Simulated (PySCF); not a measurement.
C$_{3}$H$_{3}$F$_{2}$NSi

```xyz
10

N     2.7916    0.5437   -0.4002
C     1.7796    0.2105    0.0232
C     0.4914   -0.1364    0.4965
F     0.4914   -0.7065    1.7435
Si   -1.0748    0.9107    0.0394
C    -0.4617   -0.7966   -0.5285
F    -1.0844   -1.9283   -0.0989
H    -2.0683    0.8866    1.0882
H    -0.8362    2.0013   -0.8802
H    -0.0199   -0.9804   -1.5055
```

Geometry: GFN2-xTB.

Method: PySCF, wB97X-D/def2-SVPD, SCF density, gas phase.

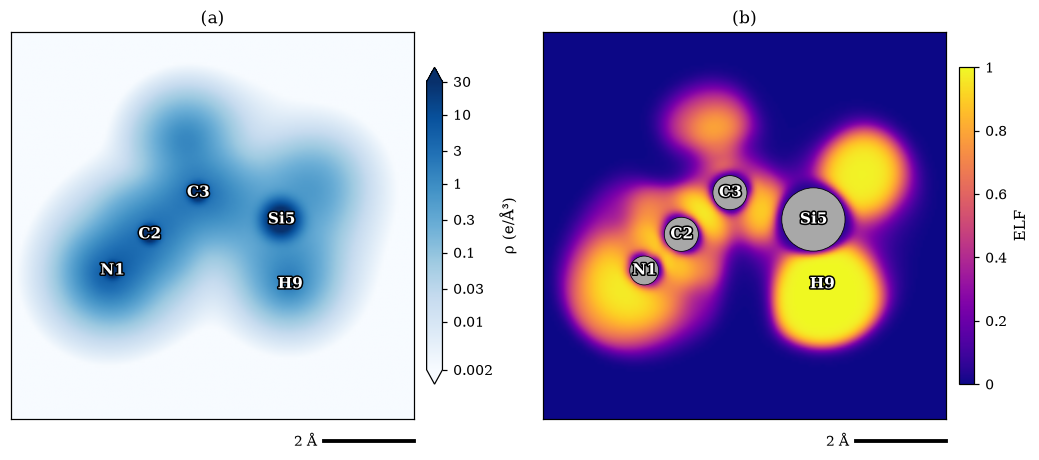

Figure 1. (a) electron density; (b) ELF on the plane of atoms C2, C3 and Si5. Grey discs cover the atomic cores in the ELF map.

### What does the map show?

- Atoms in the plane: N, C, Si and H.
- C–N (1.15 Å): ρ is about 3.6 e/Å³ halfway; the ELF peaks at about 0.85 between the atoms: a multiple bond.
- C–C (1.42 Å): ρ is about 2 e/Å³ halfway; the ELF peaks at about 0.95 between the atoms (localised, covalent bonding).
- Si–H (1.45 Å): ρ is about 0.83 e/Å³ halfway; the ELF climbs to about 1 towards the hydrogen, as it does in any bond to H.
- The ELF also peaks beside N1, away from the bonds: lone-pair regions.

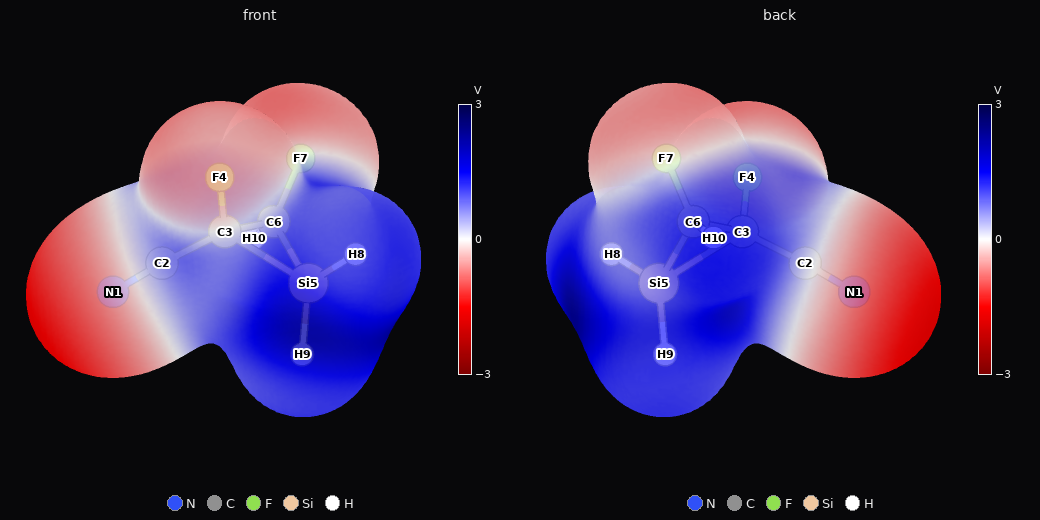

Figure 2. The molecular electrostatic potential painted on the density surface at 0.002 e/bohr³, seen from the front and from behind; the colour scale runs from red (negative) to blue (positive).

### Describe the electrostatic potential map.

The most negative region (about −1.7 V) lies over N1, the most positive (about +2.4 V) over Si5. N1 is the likeliest acceptor of a hydrogen bond.

### How polar is the molecule by this calculation?

Its dipole moment is 4.39 D.
